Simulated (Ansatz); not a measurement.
Ge (diamond)

```yaml
crystal:
  lattice:
    - [0.00000, 5.76221, 5.76221]
    - [2.88111, 0.00000, 2.88111]
    - [2.88111, 2.88111, 0.00000]
  atoms:
    - { symbol: Ge, position: [0.25000, 0.50000, 0.50000] }
    - { symbol: Ge, position: [0.75000, 0.50000, 0.50000] }
    - { symbol: Ge, position: [0.37500, 0.75000, 0.75000] }
    - { symbol: Ge, position: [0.87500, 0.75000, 0.75000] }
```

A phonon eigenvector at L = (0.5, 0.0, 0.0) is frozen into this cell: atom i moves by Q times the vector below, so Q is the largest atomic displacement, in Å. The cell is held. It is one choice among 2 degenerate patterns. (q is in reciprocal vectors of the primitive cell; the cell shown is doubled to hold the pattern.)

```
atom       x       y       z
----  ------  ------  ------
Ge1    0.285  -0.520   0.805
Ge2   -0.285   0.520  -0.805
Ge3    0.285  -0.520   0.805
Ge4   -0.285   0.520  -0.805
```

Level of theory: PBE (plane waves to 420 eV, PAW, scalar-relativistic; Ansatz, an electronic-structure program). k mesh 7×14×14 (Γ-centred), Fermi-Dirac smearing 0.05 eV. E stands for the smeared free energy. With partly filled bands, energies and forces of such displacements shift with the k mesh and the smearing. Ge was relaxed with its symmetry unable to fall. The PAW data are Ansatz's earlier set. The zero of ΔE is the undisplaced structure.

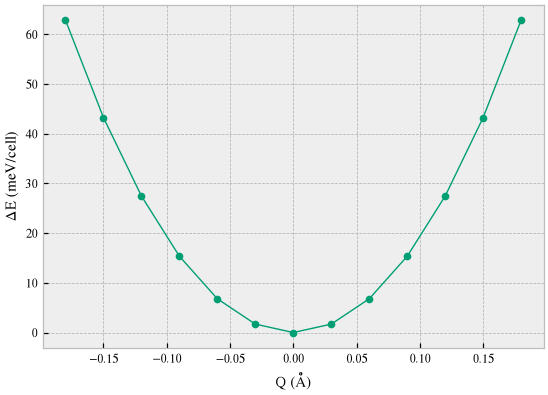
Fig. 1. ΔE (meV/cell) against Q (Å); markers are the computed points, lines only join them.

Harmonic wavenumber from the curvature (finite differences): 59 cm⁻¹. Wavenumber by perturbation theory (DFPT, on another k mesh): 59 cm⁻¹. Symmetry of the curve: even: the same for both signs. Space group of the distorted cell: P-1 (No. 2), lowered from Fd-3m. Shape of the curve: a single well with its minimum at or next to zero displacement.

E″ = 3.75 eV/Å², M = Σ mᵢ|uᵢ|² = 290.5 u, ν̃ = 521.5·√(|E″|/M).

(For displaced atoms, the force is minus the slope of the energy, and its curvature is a force constant, which sets phonon frequencies.)
